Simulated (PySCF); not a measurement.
# GeFCl: relaxation and vibrations of the singlet

Where does singlet GeFCl go from a linear start, is the end point a minimum, and what are its modes, charges and moments?

Computed with PySCF 2.14.0. Level: PBE0, basis Ge def2-TZVP, F def2-TZVP, Cl def2-TZVP, no relativity, density fitting.

## Step 1: The starting structure

3 atoms, charge 0, spin multiplicity 1.

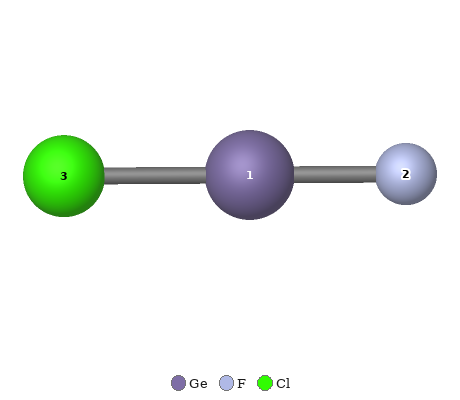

The starting geometry (germanium purple, fluorine light blue, chlorine green); atoms are numbered from 1 in the order of the file.

Z-matrix (Å, degrees; charge 0 multiplicity 1):
```
Ge
F  1 1.8500
Cl 1 2.2000 2 180.00
```

## Step 2: First SCF at the start

One driver script runs all steps and calls PySCF; scf.py shows how it sets up the SCF of each step. The optimiser is the driver's own. After this first run the driver tries any further starts and a stability analysis.

scf.py

```python
from pyscf import gto, scf, dft
mol = gto.M(atom='''
Ge     0.000000     0.000000     0.000000
F      0.000000     0.000000    -1.850000
Cl     0.000000     0.000000     2.200000''',
    basis={'Ge': 'def2-TZVP', 'F': 'def2-TZVP', 'Cl': 'def2-TZVP'},
    charge=0, spin=0)
mf = dft.RKS(mol, xc='PBE0')
mf.grids.atom_grid = (50, 194)
aux = {'Ge': 'def2-universal-JKFIT', 'F': 'def2-universal-JKFIT', 'Cl': 'def2-universal-JKFIT'}
mf = mf.density_fit(auxbasis=aux)
mf.conv_tol = 1e-08
mf.diis_space = 10
mf.max_cycle = 60
mf.init_guess = 'minao'
mf.verbose = 4
mf.kernel()
```

Run with:

```
$ OMP_NUM_THREADS=4 python axn.py task.json out
```

Output:

```text
init E= -2635.99086374338
  HOMO = -0.258639806381254  LUMO = -0.100344602514113  gap/eV = 4.30743
cycle= 1 E= -2636.45615188543  delta_E= -0.465  |g|= 0.984  |ddm|= 1.84
  HOMO = -0.192787096871354  LUMO = -0.129577142277358  gap/eV = 1.72003
cycle= 2 E= -2635.1163354953  delta_E= 1.34  |g|= 2.91  |ddm|= 1.96
  HOMO = -0.261318491306327  LUMO = -0.123763930593299  gap/eV = 3.74305
cycle= 3 E= -2636.5676631256  delta_E= -1.45  |g|= 0.481  |ddm|= 1.49
  HOMO = -0.265967537245842  LUMO = -0.112237642596542  gap/eV = 4.18320
cycle= 4 E= -2636.60806015561  delta_E= -0.0404  |g|= 0.169  |ddm|= 0.503
  HOMO = -0.268506278941686  LUMO = -0.120252935944525  gap/eV = 4.03418
cycle= 5 E= -2636.61325873722  delta_E= -0.0052  |g|= 0.0461  |ddm|= 0.161
  HOMO = -0.269146594293034  LUMO = -0.117739093240479  gap/eV = 4.12001
cycle= 6 E= -2636.61367615332  delta_E= -0.000417  |g|= 0.0146  |ddm|= 0.0355
  HOMO = -0.268715775980418  LUMO = -0.117349447746084  gap/eV = 4.11889
cycle= 7 E= -2636.61372774199  delta_E= -5.16e-05  |g|= 0.00151  |ddm|= 0.014
  HOMO = -0.268918220191061  LUMO = -0.117412013044142  gap/eV = 4.12269
cycle= 8 E= -2636.6137283913  delta_E= -6.49e-07  |g|= 0.000499  |ddm|= 0.00209
  HOMO = -0.268876766062384  LUMO = -0.117378910696798  gap/eV = 4.12247
cycle= 9 E= -2636.61372844085  delta_E= -4.95e-08  |g|= 0.000111  |ddm|= 0.000339
  HOMO = -0.2688738825847  LUMO = -0.117381521779715  gap/eV = 4.12232
cycle= 10 E= -2636.61372844317  delta_E= -2.32e-09  |g|= 2.19e-05  |ddm|= 0.000103
  HOMO = -0.268872473518762  LUMO = -0.117382049156034  gap/eV = 4.12226
Extra cycle  E= -2636.61372844293  delta_E= 2.42e-10  |g|= 4.53e-05  |ddm|= 4.23e-05
converged SCF energy = -2636.61372844293
```

This step, with its further starts and checks, ran for 9.3 s (4 threads of Arm Neoverse N1, shared host).

The starts that the driver tried:

```tsv
start	energy (Eh)
the minimal-basis guess	-2636.613728
a thermally smeared density	-2636.613728
a smeared PBE density	-2636.613728
```

The test of internal stability and the other starts found no lower closed-shell solution.

## Step 3: Relaxing the singlet from the linear start

The program finds C∞v symmetry in the start, which this walk keeps.

scf.py: that of step 2 with these lines changed.

```diff
@@ -3,3 +3,3 @@
-Ge     0.000000     0.000000     0.000000
-F      0.000000     0.000000    -1.850000
-Cl     0.000000     0.000000     2.200000''',
+Ge     0.000000     0.000000    -0.326726
+F      0.000000     0.000000    -2.176726
+Cl     0.000000     0.000000     1.873274''',
@@ -15 +14,0 @@
-mf.init_guess = 'minao'
```

Steps of the walk:

```tsv
step	energy (Eh)	change (kJ/mol)	largest symmetric gradient (Eh/bohr)
0	-2636.613728	0.00	0.03425
1	-2636.617062	-8.75	0.01398
2	-2636.617604	-10.18	0.00214
3	-2636.617630	-10.24	0.00026
4	-2636.617630	-10.24	0.00001
```

The walk took 8 s.

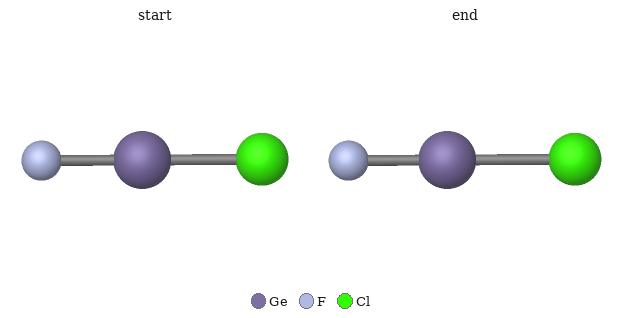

Start and end of the relaxation.

End point (C∞v, 4 steps, 10.2 kJ/mol gained): Ge–Cl 2.346 Å, Ge–F 1.810 Å; Cl–Ge–F 180.0°.

## Step 4: Is it a minimum? Harmonic modes

The point is checked on the finer grid, and tightened if its gradient asks for it. The Hessian and the dipole derivatives come from central differences of analytic gradients, with steps of 0.02 bohr.

scf.py: that of step 3 with these lines changed.

```diff
@@ -3,3 +3,3 @@
-Ge     0.000000     0.000000    -0.326726
-F      0.000000     0.000000    -2.176726
-Cl     0.000000     0.000000     1.873274''',
+Ge    -0.000000    -0.000000    -0.372446
+F     -0.000000     0.000000    -2.183204
+Cl     0.000000     0.000000     1.973724''',
@@ -9 +9 @@
-mf.grids.atom_grid = (50, 194)
+mf.grids.atom_grid = (75, 302)
@@ -12 +12 @@
-mf.conv_tol = 1e-08
+mf.conv_tol = 1e-10
```

The driver hands on the density of the step before, so the log starts near convergence.

Log of the central SCF (cycles and frontier levels):

```text
init E= -2636.61759602589
  HOMO = -0.27569529292503  LUMO = -0.124951167192396  gap/eV = 4.10196
cycle= 1 E= -2636.61759602588  delta_E= 1.73e-11  |g|= 9.15e-06  |ddm|= 1.32e-05
  HOMO = -0.275694567703535  LUMO = -0.124952156237225  gap/eV = 4.10191
Extra cycle  E= -2636.61759602583  delta_E= 4.55e-11  |g|= 1.69e-05  |ddm|= 2.35e-05
converged SCF energy = -2636.61759602583
```

The whole step took 26 s.

Geometry: C∞v; Ge–Cl 2.346 Å, Ge–F 1.811 Å; Cl–Ge–F 180.0°.

Modes, for the most abundant isotopes:

```
symmetry  ω (cm⁻¹)  IR (km/mol)  μ (u)     type
       π      205i          5.0  29.26     bend
      σ+       300          119  38.91  stretch
      σ+       561          256  21.93  stretch
```

μ is the mass of the mode for normalised Cartesian displacements, not the reduced mass of the usual diatomic formula.

2 modes are imaginary, the largest at 205i cm⁻¹: a saddle point, not a minimum.

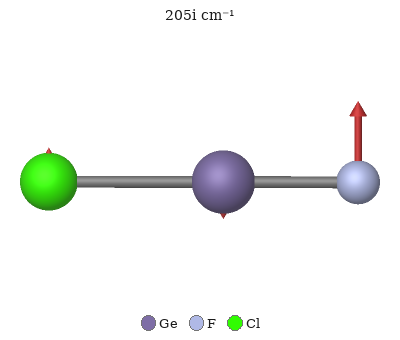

The imaginary mode, as arrows.

Properties at this point:

* Dipole moment: 1.00 D
* Highest occupied level: -7.50 eV
* Lowest empty level: -3.40 eV
* Rotational constants: 0.07112 cm⁻¹
* Zero-point energy (real modes): 5.2 kJ/mol
* Principal polarisabilities: 32.0, 32.0, 70.4 bohr³
* Atomisation energy without zero-point energy: 758 kJ/mol
* Principal traceless quadrupole moments about the centre of mass: -15.01, 7.51, 7.51 D Å

Populations by atom (charges in e):

```json
{"atom": "Ge1", "Mulliken": "0.79", "Löwdin": "0.38", "polar tensor": "1.31", "Mayer order to Ge1": "–"}
{"atom": "F2", "Mulliken": "-0.40", "Löwdin": "-0.26", "polar tensor": "-0.66", "Mayer order to Ge1": "0.90"}
{"atom": "Cl3", "Mulliken": "-0.39", "Löwdin": "-0.12", "polar tensor": "-0.65", "Mayer order to Ge1": "1.02"}
```

Mulliken populations on Ge1: s 8.01, p 12.89, d 10.27, f 0.04.

## Step 5: Following the imaginary mode

The atoms are moved a little along the softest imaginary mode and relaxed again.

The program finds Cs symmetry in the start, which this walk keeps.

scf.py: that of step 4 with these lines changed.

```diff
@@ -3,3 +3,3 @@
-Ge    -0.000000    -0.000000    -0.372446
-F     -0.000000     0.000000    -2.183204
-Cl     0.000000     0.000000     1.973724''',
+Ge    -0.003443     0.054535    -0.372523
+F      0.007561    -0.119762    -2.183281
+Cl     0.003170    -0.050217     1.973647''',
@@ -9 +9 @@
-mf.grids.atom_grid = (75, 302)
+mf.grids.atom_grid = (50, 194)
@@ -12 +12 @@
-mf.conv_tol = 1e-10
+mf.conv_tol = 1e-08
```

Steps of the walk:

```tsv
step	energy (Eh)	change (kJ/mol)	largest symmetric gradient (Eh/bohr)
0	-2636.619206	0.00	0.01102
1	-2636.625814	-17.35	0.02051
2	-2636.639653	-53.68	0.03320
3	-2636.648502	-76.92	0.05272
4	-2636.660964	-109.64	0.04018
5	-2636.677687	-153.54	0.02629
6	-2636.679681	-158.78	0.02159
7	-2636.681003	-162.25	0.00153
8	-2636.681022	-162.30	0.00032
9	-2636.681022	-162.30	0.00005
```

The walk took 17 s.

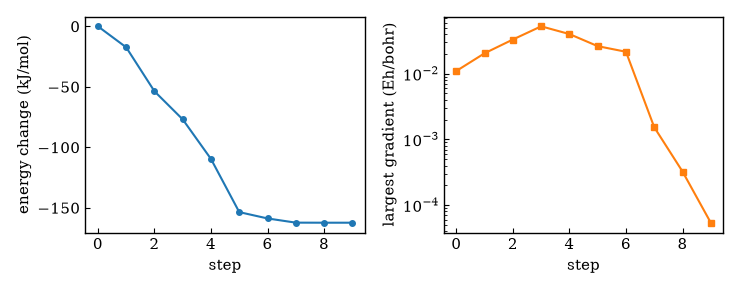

How energy and gradient fall.

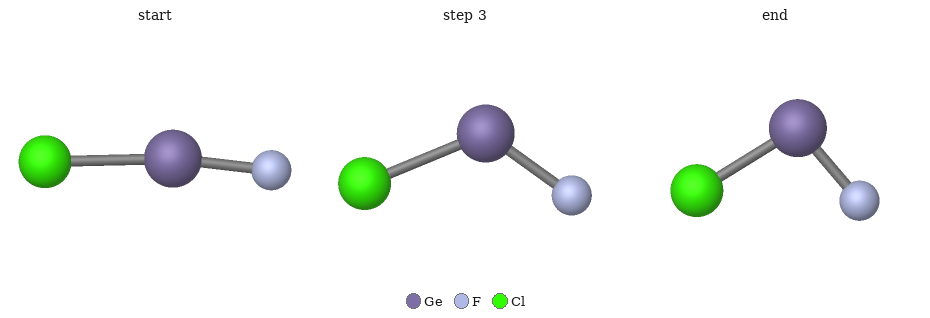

The geometry along the walk, at one scale.

After 9 steps and 162.3 kJ/mol it ends at Cs: Ge–Cl 2.180 Å, Ge–F 1.749 Å; Cl–Ge–F 98.6°.

## Step 6: Is it a minimum? Harmonic modes

As before: finer grid, then central differences.

scf.py: that of step 5 with these lines changed.

```diff
@@ -3,3 +3,3 @@
-Ge    -0.003443     0.054535    -0.372523
-F      0.007561    -0.119762    -2.183281
-Cl     0.003170    -0.050217     1.973647''',
+Ge    -0.032755     0.518844    -0.328257
+F      0.049779    -0.788496    -1.485995
+Cl     0.042092    -0.666730     1.499722''',
@@ -9 +9 @@
-mf.grids.atom_grid = (50, 194)
+mf.grids.atom_grid = (75, 302)
@@ -12 +12 @@
-mf.conv_tol = 1e-08
+mf.conv_tol = 1e-10
```

Log of the central SCF (cycles and frontier levels):

```text
init E= -2636.68095098424
  HOMO = -0.310056844313171  LUMO = -0.104581580931466  gap/eV = 5.59127
cycle= 1 E= -2636.68095098424  delta_E= 1.82e-12  |g|= 6.4e-06  |ddm|= 5.33e-06
  HOMO = -0.310056719668461  LUMO = -0.104581323447704  gap/eV = 5.59127
Extra cycle  E= -2636.68095098421  delta_E= 2.73e-11  |g|= 1.16e-05  |ddm|= 9.05e-06
converged SCF energy = -2636.68095098421
```

The whole step ran for 34 s (4 threads of Arm Neoverse N1, shared host).

Geometry: Cs; Ge–Cl 2.180 Å, Ge–F 1.748 Å; Cl–Ge–F 98.5°.

Harmonic modes (main isotopes):

```json
{"symmetry": "a'", "ω (cm⁻¹)": "206", "IR (km/mol)": "5.5", "μ (u)": "24.44", "type": "bend"}
{"symmetry": "a'", "ω (cm⁻¹)": "404", "IR (km/mol)": "96.2", "μ (u)": "42.53", "type": "stretch"}
{"symmetry": "a'", "ω (cm⁻¹)": "674", "IR (km/mol)": "113", "μ (u)": "22.41", "type": "stretch"}
```

μ is the mass of the mode for normalised Cartesian displacements, not the reduced mass of the usual diatomic formula.

No imaginary mode, so this is a minimum.

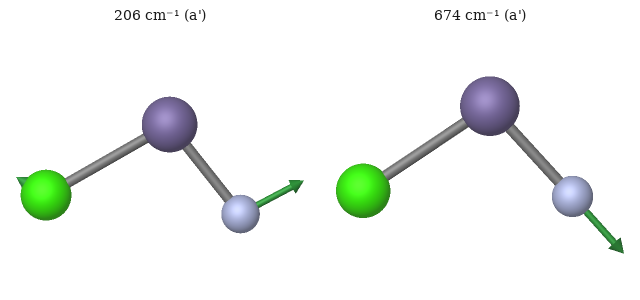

Displacements of 2 of the modes, as arrows (one member where a mode is degenerate).

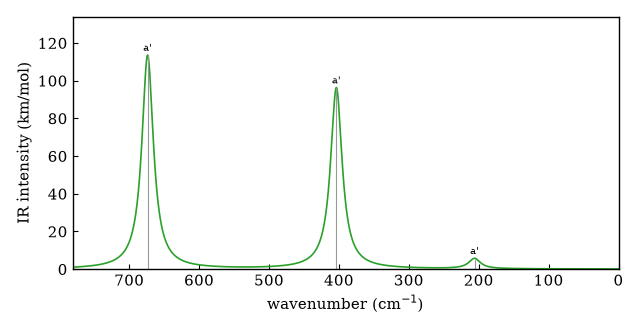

The harmonic infrared spectrum (widths in cm⁻¹). Lines are broadened to a width of 20 cm⁻¹ (Lorentzian).

Constants and moments:

* Dipole moment: 2.25 D
* Highest occupied level: -8.44 eV
* Lowest empty level: -2.85 eV
* Rotational constants: 0.4196, 0.1241, 0.09578 cm⁻¹
* Zero-point energy: 7.7 kJ/mol
* Principal polarisabilities: 31.0, 34.4, 54.4 bohr³
* Atomisation energy without zero-point energy: 925 kJ/mol
* Principal traceless quadrupole moments about the centre of mass: -5.32, 0.35, 4.97 D Å
* Entropy at 298.15 K and 1 bar: 289.2 J/(mol K)
* Heat capacity Cp at 298.15 K: 50.7 J/(mol K)
* Enthalpy at 298.15 K above 0 K: 12.49 kJ/mol
* Rotational symmetry number: 1

Charges (e) and bond orders:

```
atom  Mulliken  Löwdin  polar tensor  Mayer order to Ge1
 Ge1      0.67    0.14          1.20                   –
  F2     -0.36   -0.18         -0.61                0.96
 Cl3     -0.31    0.05         -0.58                1.09
```

Mulliken populations on Ge1: s 7.88, p 13.16, d 10.22, f 0.06.

## Step 7: Stability of the closed shell

At the lowest minimum the closed shell is tested against spin polarisation, on the (50, 194) grid. It is stable.

## Step 8: All stationary points

| spin | group | bonds | imaginary modes (cm⁻¹) | ΔE (kJ/mol) | with zero-point energy |
| --- | --- | --- | --- | --- | --- |
| singlet | Cs | Ge–Cl 2.180 Å, Ge–F 1.748 Å | none | 0.0 | 0.0 |
| singlet | C∞v | Ge–Cl 2.346 Å, Ge–F 1.811 Å | 205i, 205i | 166.3 | – |

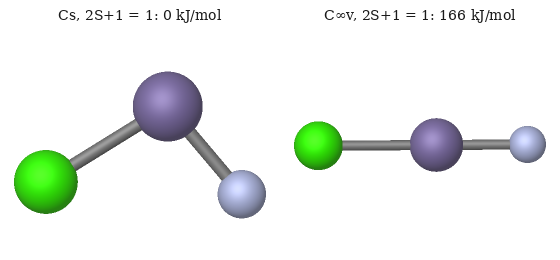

The points, lowest first (germanium purple, fluorine light blue, chlorine green).

## Step 9: Outcome

```
                                 quantity                                       value
                                  minimum                                 singlet, Cs
                                 geometry  Ge–Cl 2.180 Å, Ge–F 1.748 Å; Cl–Ge–F 98.5°
                       wavenumbers (cm⁻¹)                206 (a'), 404 (a'), 674 (a')
                            dipole moment                                      2.25 D
     highest occupied, lowest empty level                             -8.44, -2.85 eV
               polar-tensor charge of Ge1                                     +1.20 e
                        zero-point energy                                  7.7 kJ/mol
                      entropy at 298.15 K                             289.2 J/(mol K)
atomisation energy (no zero-point energy)                                  925 kJ/mol
```

In words: The linear start (C∞v) ends in a minimum of Cs symmetry, after a stop at a second-order saddle point 166.3 kJ/mol higher, from which it was pushed off along an imaginary mode. In the infrared the band at 674 cm⁻¹ (a', stretch) leads. Only this shape and spin were tried, so other structures or states may lie lower.

The search up to here took 98 s.
